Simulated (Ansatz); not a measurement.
## CH9NSi: geometry relaxation

The run: geometry relaxation of CH9NSi. Method and program: RKS PBE-D4/def2-SVP (Ansatz 0.2.0).

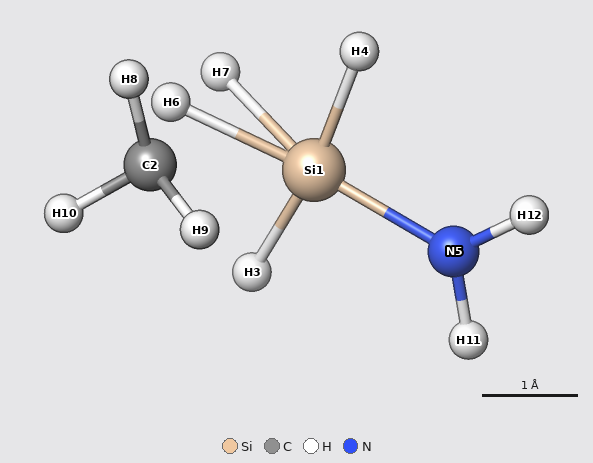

*The starting structure (ball-and-stick view, seen at a tilt; atoms are numbered from 1 in the order of the input).*

Outcome:

```json
{"quantity": "outcome", "value": "refused by the program"}
{"quantity": "hardware", "value": "4 threads of Arm Neoverse V1, 23 GiB of memory available, shared host"}
```

Diagnosis:

The program refused the input: “invalid value for `relax.escape_saddle`: a Gaussian basis doesn't support `true`; leave it out, and run phonons on the result”

Input:
```yaml
crystal:
  periodic: [false, false, false]
  atoms:
    - {symbol: Si, position_ang: [-0.232315, -0.587166, -0.041208]}
    - {symbol: C, position_ang: [0.812153, 1.131969, 0.650029]}
    - {symbol: H, position_ang: [1.029007, -1.053423, -0.687294]}
    - {symbol: H, position_ang: [-1.372396, -0.208904, 0.844530]}
    - {symbol: N, position_ang: [-1.195744, -0.774145, -1.448751]}
    - {symbol: H, position_ang: [0.741430, -0.134635, 1.236007]}
    - {symbol: H, position_ang: [0.455273, -1.184327, 1.365327]}
    - {symbol: H, position_ang: [0.442711, 1.673312, 1.522772]}
    - {symbol: H, position_ang: [0.435639, 1.664963, -0.230753]}
    - {symbol: H, position_ang: [1.901471, 1.161714, 0.589869]}
    - {symbol: H, position_ang: [-0.828804, -1.083908, -2.333903]}
    - {symbol: H, position_ang: [-2.188424, -0.605349, -1.466626]}
basis:
  gaussian: {orbitals: def2-SVP}
hamiltonian: {xc: pbe, dispersion: d4}
relax: {f_tol: 0.01, max_steps: 60, escape_saddle: true}
```

Launch command:
```bash
ansatz run in.yaml --threads 4 --pin off --events-out ev --progress --plain --max-ram 9574MiB
```

The program's output:
```
Error: invalid value for `relax.escape_saddle`: a Gaussian basis doesn't support `true`; leave it out, and run phonons on the result
```
